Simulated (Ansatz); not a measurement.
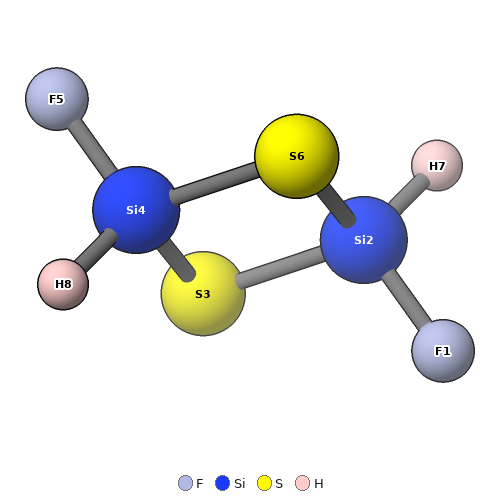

The system is F₂H₂S₂Si₂, SMILES F[SiH]1S[SiH](F)S1; the picture shows the reference structure. 
- Coordinates scanned: (1) bond length Si4–H8; (2) angle H8–Si4–S6.
- Nothing is relaxed (all other coordinates rigid).
- The grid has 11 × 11 points.
- Points are written as (first, second).
- Energies are in kJ/mol, from the lowest grid point.
- The calculation used RKS B3LYP-D4/def2-SVP in Ansatz.

Its coordinates:

```yaml
atoms:
  - { symbol: F, position_ang: [-0.2407, -2.1955, 1.4830] }
  - { symbol: Si, position_ang: [0.4765, -0.8159, 1.0267] }
  - { symbol: S, position_ang: [0.9350, -0.8399, -1.0739] }
  - { symbol: Si, position_ang: [-0.4534, 0.8016, -1.0406] }
  - { symbol: F, position_ang: [0.2635, 2.1813, -1.4972] }
  - { symbol: S, position_ang: [-0.9117, 0.8259, 1.0601] }
  - { symbol: H, position_ang: [1.6470, -0.6527, 1.9123] }
  - { symbol: H, position_ang: [-1.6241, 0.6381, -1.9260] }
```

Range: bond length Si4–H8 from 1.300 to 1.846 Å; angle H8–Si4–S6 from 79.7 to 149.7°.

Question: What will the energy surface look like?

Answer: The lowest grid point is at (1.464 Å, 114.7°). It is the only kind of minimum in the scanned range. The highest grid point, (1.846 Å, 79.7°), lies 153 kJ/mol above the lowest. Round the minimum the two coordinates are nearly uncoupled.

```
angle H8–Si4–S6 ↓, bond length Si4–H8 →  1.300  1.354  1.409  1.464  1.518  1.573  1.628  1.682  1.737  1.791  1.846
                                  149.7    121     99     85     79     79     83     90    100    112    125    138
                                  142.7     91     69     56     51     51     55     64     74     87    100    114
                                  135.7     67     46     34     29     29     34     43     54     67     81     96
                                  128.7     51     30     18     13     14     19     28     40     53     67     82
                                  121.7     41     20      8      3      4     10     19     31     45     59     75
                                  114.7     37     16      4      0      1      7     17     28     42     57     72
                                  107.7     40     20      8      3      5     10     20     32     45     60     75
                                  100.7     50     29     18     13     14     20     30     41     55     69     85
                                   93.7     67     46     35     30     31     37     46     58     71     85    100
                                   86.7     91     71     59     55     56     61     70     81     95    108    123
                                   79.7    124    103     91     87     88     93    102    113    126    139    153
```

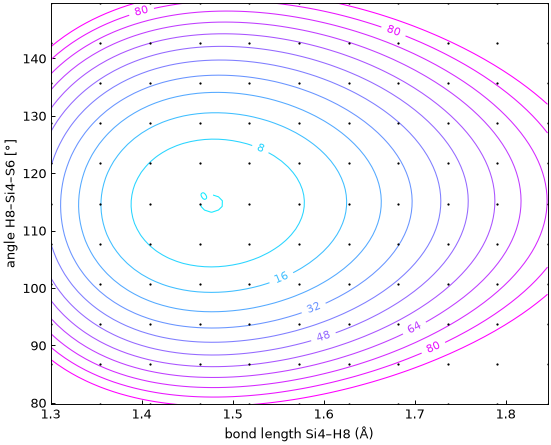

The picture shows contour lines labelled in kJ/mol (none above 88), dots at the grid points. Between grid points the surface is interpolated.

The whole map (121 points run) took 11 min on 1 thread of Arm Neoverse V2 (shared host).
